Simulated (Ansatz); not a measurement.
# Lattice dynamics of InSe monolayer, part 2 of 3

Wanted: phonon frequencies of InSe monolayer and what follows from them.

Ansatz 0.2.0; DFT PBEsol, scalar-relativistic, plane waves, PAW.

So far. Step 2 (Relaxation): The program solves this slab on a cell height of its own, 34.1 Å, in place of the one typed.

## 3. Tight relaxation

Phonons need a cell at rest on their own settings, so the relaxation is repeated with tight tolerances on forces and stress on the k mesh and occupations of the first response run.

input.yaml reads:

```yaml
crystal:
  lattice:
    - [3.9963255101, 0.0, 0.0]
    - [-1.9981627551, 3.4609194136, 0.0]
    - [0.0, 0.0, 34.09996]
  atoms:
    - { symbol: In, position: [0.3333333333, 0.6666666667, 0.3632409326] }
    - { symbol: In, position: [0.3333333333, 0.6666666667, 0.2819211145] }
    - { symbol: Se, position: [0.6666666667, 0.3333333333, 0.4008574082] }
    - { symbol: Se, position: [0.6666666667, 0.3333333333, 0.244304639] }
  periodic: [true, true, false]
kpoints:
  mp_grid: { grid: [9, 9, 1] }
hamiltonian:
  xc: pbesol
scf:
  occupations: { method: fixed }
output:
  forces: true
  stress: true
  eigenvalues: true
  write_density: true
  write_potential: true
  elf: true
  volumetric_format: npy
relax:
  adjacent_minimum: "off"
  f_tol: 0.001
  max_steps: 60
  cell: { stress_2d_tol: 0.002 }
```

Command:

```
> ansatz run input.yaml --threads 8 --pin off --max-ram 14336MiB --backend cpu --events-out ev --progress --plain --runs-dir out
```

Numbers of over 12 decimals in the logs are rounded to 6 here.

The program printed:

```text
[...]
Crystal: 4 atoms, lattice volume = 471.635 Å³
Basis set: ecut = 420 eV, 9281 PW (Γ), exchange–correlation on 54×54×480 points (8 copies of the dense FFT grid, shifted against one another)
Bands: 35, of which v1, the nominal top of the filled ones, is band 29 counted from 1 (28 counted from 0)
Symmetry: 12 space group operations
[...]
k-points: 12 of 81 (time reversal used)
[...]
--- Relaxed structure (4 steps of the walk, 3 accepted, 1 SCFs on fresh bases) ---
[...]
cell:  # Å, volume = 471.5472 Å³
    - [3.995953, 2.8864933570175715e-11, 0.0]
    - [-1.997976, 3.460597, 0.0]
    - [0.0, 0.0, 34.09996]
  atoms:
    - { symbol: In, position: [0.333333, 0.666667, 0.363242] }
    - { symbol: In, position: [0.333333, 0.666667, 0.281920] }
    - { symbol: Se, position: [0.666667, 0.333333, 0.400869] }
    - { symbol: Se, position: [0.666667, 0.333333, 0.244293] }
[key lines of the parts left out:]
SCF converged after 10 iterations
Free energy (F): -21901.115433 eV
Fermi energy:    -6.008170 eV
P = ½ c Tr σ = 0.0009 N/m
```

Run time: 14 s. Hardware: 8 threads of Arm Neoverse V2, shared host; peak memory 1.1 GiB; 1.7 min of CPU time.

Little changed from the start: no atom moved by 0.005 Å and no cell edge by 0.1 %.

Numbers from this step:

- gap on the k-mesh: 1.650 eV
- direct gap on mesh: 1.723 eV
- area per atom: 3.457 Å²

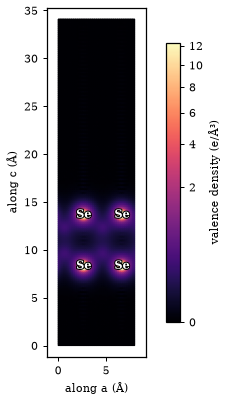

Valence density in the ac plane at fractional y = 0.333, with atoms of Se within 0.2 Å of it. It is the smooth field of the valence electrons, not physical close to the nuclei. The colour scale is stretched toward low values.

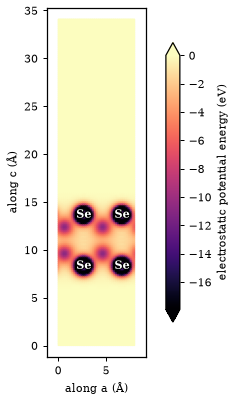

Electrostatic potential energy in the ac plane at fractional y = 0.333, with atoms of Se within 0.2 Å of it. With pseudopotentials it is smooth inside the atoms' cores, unlike the true potential.

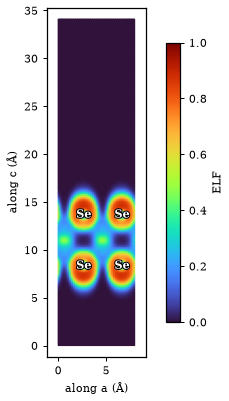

ELF in the ac plane at fractional y = 0.333, with atoms of Se within 0.2 Å of it. It is the smooth field of the valence electrons, not physical close to the nuclei.

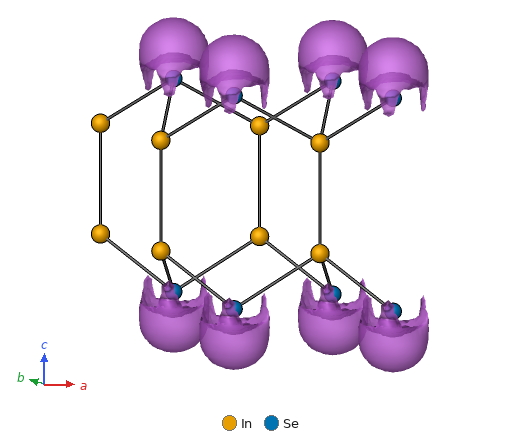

Surface of ELF = 0.8. 2×2×1 cells are drawn.

The largest force component left is 0.14 meV/Å, within the tolerances set.

## 4. Linear response at the zone centre

The zone centre comes first: it holds the modes that light can see, as far as symmetry allows. The response to a homogeneous field gives the Born charges and the dielectric tensor, and its change with displacement the Raman tensors.

input.yaml reads:

```yaml
crystal:
  lattice:
    - [3.9959528346, 0.0, 0.0]
    - [-1.9979764173, 3.4605966671, 0.0]
    - [0.0, 0.0, 34.09996]
  atoms:
    - { symbol: In, position: [0.3333333333, 0.6666666667, 0.3632424786] }
    - { symbol: In, position: [0.3333333333, 0.6666666667, 0.2819195685] }
    - { symbol: Se, position: [0.6666666667, 0.3333333333, 0.4008687096] }
    - { symbol: Se, position: [0.6666666667, 0.3333333333, 0.2442933376] }
  periodic: [true, true, false]
kpoints:
  mp_grid: { grid: [9, 9, 1] }
hamiltonian:
  xc: pbesol
scf:
  occupations: { method: fixed }
output:
  eigenvalues: true
phonons:
  method: dfpt
  dielectric: true
  raman: true
```

The program printed:

```text
Warning: phonons.dielectric: true without phonons.rigid_motions: the static dielectric tensor ε⁰ will be withheld (ε∞, Z* and the rows of modes are given); for a crystal or a slab, whose only rigid motions are the translations, set phonons.rigid_motions: translations
Warning: crystal.symmetry: narrowed to the stabiliser of the run's FFT grids — unitary ops 12 → 6. A phonons.method: dfpt run fills in the rows of the dynamical matrix that it does not solve by its symmetry operations, which is exact only for operations that map its FFT grids onto themselves: filled in by any other, the frequencies could depend on the order in which like atoms are typed, or, by more than the grids' own error, on where the crystal sits among the grids' points. Excluded: 6 operations. The run can therefore solve more perturbations, solve them on more k-points, or both, and cost more. [rest of the remark cut]
[...]
Crystal: 4 atoms, lattice volume = 471.547 Å³
Basis set: ecut = 420 eV, 9281 PW (Γ), exchange–correlation on 54×54×480 points (8 copies of the dense FFT grid, shifted against one another)
Bands: 35, of which v1, the nominal top of the filled ones, is band 29 counted from 1 (28 counted from 0)
Symmetry: 12 space group operations
k-points: 25 of 81 (irreducible under 2 space group operations, time reversal used)
[...]
SCF iter   1: F=—  HF=-21901.128222 eV  |F-HF|=—  |Δ(HF+E_count)|=         —  Δρ=2.32e-3  dr2=6.14e-2  ethr=1.77e-3  ⟨swp⟩=6.8  Hψ=3600  notcnv=0  defer=100
[...]
SCF iter  10: F=-21901.115433 eV  HF=-21901.115433 eV  |F-HF|=4.73e-11  |Δ(HF+E_count)|=  1.20e-10  Δρ=4.07e-8  dr2=8.45e-12  ethr=1.00e-12  ⟨swp⟩=6.6  Hψ=4992  notcnv=0
SCF 1 converged in 10 iterations: F = -21901.115433 eV  dr2 = 8.45e-12
[...]
NSCF: frozen V_eff on 2 k-points
DFPT response loops at Γ: preconditioner auto → none (the input reference at scf.mixing.eps_inf says where Resta's filter doesn't serve); β = 0.50; Broyden in place of MSR1
── the response to a field inside a basis, on 16×16×2 k-points: an SCF that follows is theirs, and a resumed run solves both again ──
Bands: 30, of which v1, the nominal top of the filled ones, is band 29 counted from 1 (28 counted from 0)
k-points: 136
[...]
Eigensolver: Dense (136 Hₖ)
SCF iter   1: F=—  HF=-21901.084655 eV  |F-HF|=—  |Δ(HF+E_count)|=         —  Δρ=5.51e-5  dr2=6.03e-6  ethr=1.00e-1
[...]
SCF iter   6: F=-21901.084661 eV  HF=-21901.084661 eV  |F-HF|=1.02e-10  |Δ(HF+E_count)|=   2.27e-9  Δρ=1.42e-7  dr2=9.25e-11  ethr=3.63e-12
SCF 1 converged in 6 iterations: F = -21901.084661 eV  dr2 = 9.25e-11
[...]
SCF converged after 10 iterations
Free energy (F): -21901.115433 eV
[...]
Internal energy: -21901.115433 eV  (E = F + TS)
E sigma→0 (E₀):  -21901.115433 eV
Fermi energy:    -6.008170 eV
[...]
--- Band table (eV; the first three rows and the last of 25) ---
  k-point 0: bands = [... 25 lower, -6.4579, -6.3799, -6.3799, -6.0818, -4.3586, -3.1966, -0.9076 (-0.9076°), -0.9076 (-0.9076°), ... 2 higher]
  k-point 1: bands = [... 25 lower, -7.0312, -6.6142, -6.5179, -6.0170, -3.7619, -2.5813, -1.5373 (-1.5373°), -0.7845 (-0.7845°), ... 2 higher]
  k-point 2: bands = [... 25 lower, -7.7166, -6.9673, -6.8332, -6.0404, -3.1981, -2.9193, -1.2231 (-1.2231°), -1.0228 (-1.0228°), ... 2 higher]
  k-point 24: bands = [... 25 lower, -8.3356, -8.0478, -7.5463, -6.4477, -2.9666, -2.8268, -1.9086, -0.6204, ... 2 higher]
  ° read free of the cell's end (the report's vacuum.weakly_bound_levels)
--- Phonons (Γ-DFPT): 8 representative perturbations + reference, on 25 of 81 k-points (Σ response iterations 30) ---
  ASR residual: 6.134e-5 → 0.000e0 eV/Å²; symmetrization residual: 9.470e-5 eV/Å²
  The last average, over the group as it would stand without the narrowing to the FFT grids, took up to 1.831e-5 eV/Å² of the zone centre's force constants
  ASR residual per site (eV/Å²): 6.13e-5 5.81e-5 5.26e-5 3.51e-5
  Γ frequencies (cm⁻¹): 0.00 0.00 0.00 36.29 36.29 105.90 169.51 169.51 173.49 173.49 198.93 226.42
  ε∞ (high-frequency dielectric tensor):
        2.738586     0.000000     0.000000
        0.000000     2.738586     0.000000
        0.000000     0.000000     1.211953
  α∞ (the layer's polarisability for a field applied outside it; Å, Gaussian; ε∞ is over the cell's 34.100 Å):
        4.717808     0.000000     0.000000
        0.000000     4.717808     0.000000
        0.000000     0.000000     0.575153
  ε⁰ (static dielectric tensor): not given — the deck does not say what the cell's rigid motions are, and on a molecule in a box or a wire the rigid rotations would enter the sum over the modes at Γ. For a crystal or a slab, whose only rigid motions are the translations, set phonons.rigid_motions: translations.
  Born effective charges Z* (e; rows j = field, columns β = displacement):
    site 0:
         2.37650    0.00000   -0.00000
         0.00000    2.37650    0.00000
         0.00000    0.00000    0.16561
    site 1:
         2.37650    0.00000    0.00000
         0.00000    2.37650   -0.00000
        -0.00000   -0.00000    0.16561
    site 2:
        -2.37650   -0.00000   -0.00000
        -0.00000   -2.37650    0.00000
        -0.00000    0.00000   -0.16561
    site 3:
        -2.37650   -0.00000    0.00000
        -0.00000   -2.37650   -0.00000
        -0.00000   -0.00000   -0.16561
  Z* charge neutrality: 5.344e-3 e pre-enforcement
  solved inside a basis spanned on kpoints, on 16×16×2 k-points transformed towards the longest dipole: ε∞ is read to err by 1.1e-2, Z* by 1.9e-2 e (field_mesh: kpoints solves on kpoints); Z* is corrected for what the basis lacks
  Raman tensors (in the event stream and the table raman_tensors.tsv): an entry may err by 3.7e-1 Å², one of the second-order susceptibility by 5.4e-1 pm/V (basis, points and sum rule); their sum over the sites missed zero by 3.065e-4 Å² ahead of its enforcement
  optical modes at Γ without the LO–TO term, one row a degenerate level:
      ω (cm⁻¹)  modes    IR ((D/Å)²/amu)  static Raman (Å⁴/amu)  depolarisation
         36.29      2             0.0000                 0.2903           0.750
        105.90      1             0.0000                52.6890           0.092
        169.51      2             0.0000                 0.3405           0.750
        173.49      2            11.1391                 0.7130           0.750
        198.93      1             0.0270                 0.0000               —
        226.42      1             0.0000               169.2408           0.118
```

Run time: 18 min. Hardware: 8 threads; peak memory 5.7 GiB; 2.2 h of CPU time.

Reading the cycles: dr2 is the Hartree energy of the density residual (eV), the measure of convergence; HF is the Harris–Foulkes estimate of the energy, which meets the free energy F at convergence.

Numbers from this step:

```yaml
sum_rule_residual_before_enforcement: 6.13e-5 eV/Å²
miss_of_the_charge_sum_rule: 0.005344 e
estimated_error_of_the_dielectric_tensor: 0.01087
estimated_error_of_the_born_charges: 0.01877 e
point_group: -6m2
highest_optical_mode_at_the_zone_centre_no_lo_to_term: 226.4 cm⁻¹
lowest_optical_zone_centre_mode: 36.29 cm⁻¹
largest_born_charge_third_of_the_trace: 1.640 e
```

Without the LO-TO term. Patterns of degenerate modes are one choice out of their space. Modes at Γ, with each element's share of the kinetic energy:

```
mode  frequency (cm⁻¹)  symmetry  In %  Se %
   1               0.0  acoustic    59    41
   2               0.0  acoustic    59    41
   3               0.0  acoustic    59    41
   4              36.3       E''    62    38
   5              36.3       E''    62    38
   6             105.9       A1'    30    70
   7             169.5       E''    38    62
   8             169.5       E''    38    62
   9             173.5        E'    41    59
  10             173.5        E'    41    59
  11             198.9      A2''    41    59
  12             226.4       A1'    70    30
```

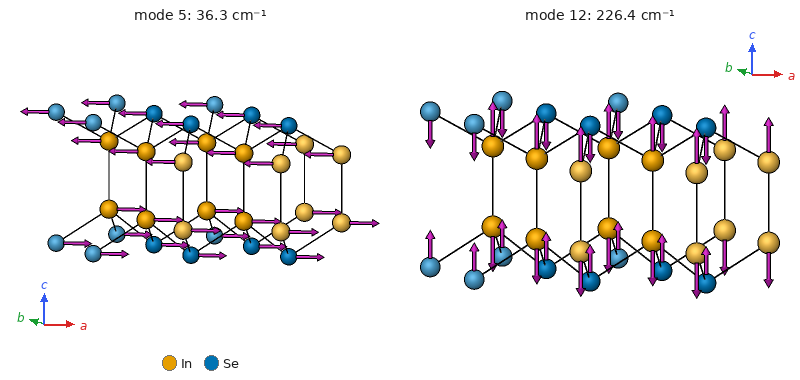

Displacement patterns of modes 5 and 12 at Γ; arrows are exaggerated. 2×2×1 cells are drawn. Some periodic images of atoms are drawn too.

High-frequency dielectric tensor, averaged over the cell of height 34.1 Å or as lengthened by the program, vacuum included. Tensor:

```
       x      y      z
x  2.739      0      0
y      0  2.739      0
z      0      0  1.212
```

Born charge (rows field, columns displacement) (e), principal values of the symmetric part by kind of site:

```
atom  atoms with these values    low  middle   high   mean
 In1                        2   0.17    2.38   2.38   1.64
 Se3                        2  -2.38   -2.38  -0.17  -1.64
```

In full for Se3:

```
-2.38  0.00  0.00
 0.00 -2.38  0.00
 0.00  0.00 -0.17
```

Transverse modes. Lines of the infrared spectrum (strongest = 100):

```
position (cm⁻¹)  label  relative intensity
             36    E''                 0.0
            106    A1'                 0.0
            170    E''                 0.0
            174     E'                 100
            199   A2''                 0.2
            226    A1'                 0.0
```

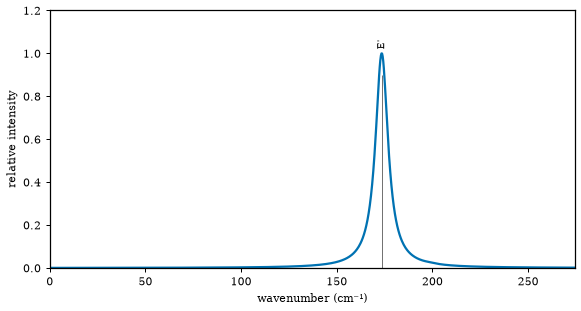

The infrared spectrum, broadened with Lorentzians of width 8 cm⁻¹; bars mark the lines.

Activity x (w_L - w)^4 (n + 1)/w, 532 nm, 300 K; the tensors are static ones, while 532 nm light lies above the computed direct gap, where resonance would change the heights. Lines of the Raman spectrum (strongest = 100):

```
position (cm⁻¹)  label  relative intensity
             36    E''                 4.1
            106    A1'                 100
            170    E''                 0.3
            174     E'                 0.6
            199   A2''                 0.0
            226    A1'                  88
```

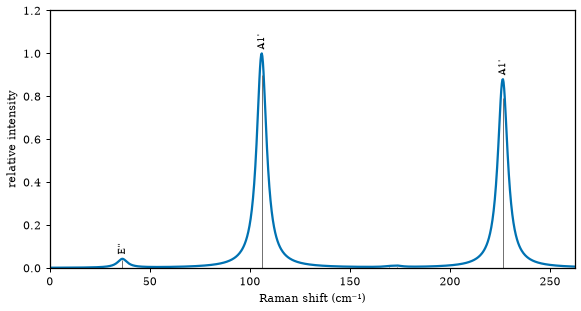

The Raman spectrum, broadened with Lorentzians of width 6 cm⁻¹; bars mark the lines.

Before it was imposed, the acoustic sum rule was missed by 6.1e-5 eV/Å² and the charge sum rule by 0.0053 e. Small misses are needed for a sound result but don't prove that mesh and cutoff are converged. The lowest optical mode is real, 36.3 cm⁻¹.

(Part 2 of 3 ends here.)

[Logs are printed without paths, hosts, clocks, repeated set-up lines and the standing remarks that a program may print on its own settings, such as how far it seeks lower states.]

[Hosts, paths, dates, database ids (printed as entryN), source tags and the programs' standing remarks are cut or masked in the printed files.]
